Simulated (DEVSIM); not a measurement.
Device: Pt/Si3N4/p-Si capacitor, at 250 K.

| layer (left to right) | material | thickness (nm) | Na (cm⁻³) |
|---|---|---|---|
| 1 | Si3N4 | 12.0 | - |
| 2 | Si | 3800 | 2.3e15 |

Metal gate on the left, work function 5.6 eV. Fixed charge at the semiconductor interface 2.1e11 cm⁻² (in units of +e); no interface traps.

The device is made up for the run: typed textbook-type constants, with dimensions and the other settings drawn at random. Values at 300 K; Nc and Nv go as T^1.5, mobilities as T to minus their exponent, the gap by Varshni's rule with the affinity fixed.

```
parameter         Si3N4        Si
----------------  -----  --------
gap (eV)            5.1     1.124
affinity (eV)       2.1      4.05
permittivity        7.5      11.7
Nc (cm⁻³)             -   2.86e19
Nv (cm⁻³)             -    3.1e19
Varshni α (eV/K)      -  0.000473
Varshni β (K)         -       636
```

DEVSIM, 1D Poisson equation in equilibrium, Boltzmann statistics, complete ionisation; no quantum confinement or tunnelling. Metal contacts follow the ideal Schottky-Mott rule: no Fermi-level pinning, no interface dipoles.

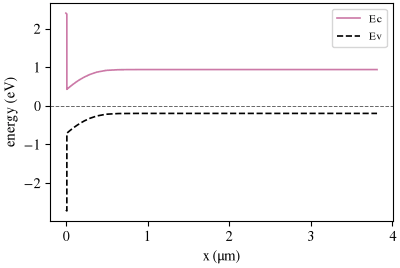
Fig. 1. Band edges at 1.1 V on the gate

Energies count from the Fermi level of the right contact; mesh points crowd at the junctions.

| x (μm) | Ec (eV) | Ev (eV) | n (cm⁻³) | p (cm⁻³) | field (V/cm) |
|---|---|---|---|---|---|
| 0.000 | 2.400 | -2.700 | < 1e2 | < 1e2 | -21000 |
| 0.001336 | 2.397 | -2.703 | < 1e2 | < 1e2 | -21000 |
| 0.004051 | 2.391 | -2.709 | < 1e2 | < 1e2 | -21000 |
| 0.008075 | 2.383 | -2.717 | < 1e2 | < 1e2 | -21000 |
| 0.01126 | 2.376 | -2.724 | < 1e2 | < 1e2 | -21000 |
| 0.01236 | 0.425 | -0.711 | 5.9e10 | 110000 | 19000 |
| 0.01427 | 0.428 | -0.708 | 5.0e10 | 130000 | 19000 |
| 0.02134 | 0.442 | -0.695 | 2.7e10 | 230000 | 18000 |
| 0.03451 | 0.465 | -0.671 | 9.0e9 | 710000 | 18000 |
| 0.06423 | 0.517 | -0.619 | 8.2e8 | 7800000 | 17000 |
| 0.1354 | 0.628 | -0.508 | 4800000 | 1.3e9 | 14000 |
| 0.3791 | 0.871 | -0.265 | < 1e2 | 1.1e14 | 5700 |
| 0.8698 | 0.937 | -0.199 | < 1e2 | 2.3e15 | 26 |
| 1.912 | 0.937 | -0.199 | < 1e2 | 2.3e15 | ≈ 0 |
| 3.170 | 0.937 | -0.199 | < 1e2 | 2.3e15 | ≈ 0 |
| 3.538 | 0.937 | -0.199 | < 1e2 | 2.3e15 | ≈ 0 |
| 3.691 | 0.937 | -0.199 | < 1e2 | 2.3e15 | ≈ 0 |
| 3.759 | 0.937 | -0.199 | < 1e2 | 2.3e15 | ≈ 0 |
| 3.795 | 0.937 | -0.199 | < 1e2 | 2.3e15 | ≈ 0 |
| 3.805 | 0.937 | -0.199 | < 1e2 | 2.3e15 | ≈ 0 |
| 3.810 | 0.937 | -0.199 | < 1e2 | 2.3e15 | ≈ 0 |
| 3.812 | 0.937 | -0.199 | < 1e2 | 2.3e15 | ≈ 0 |
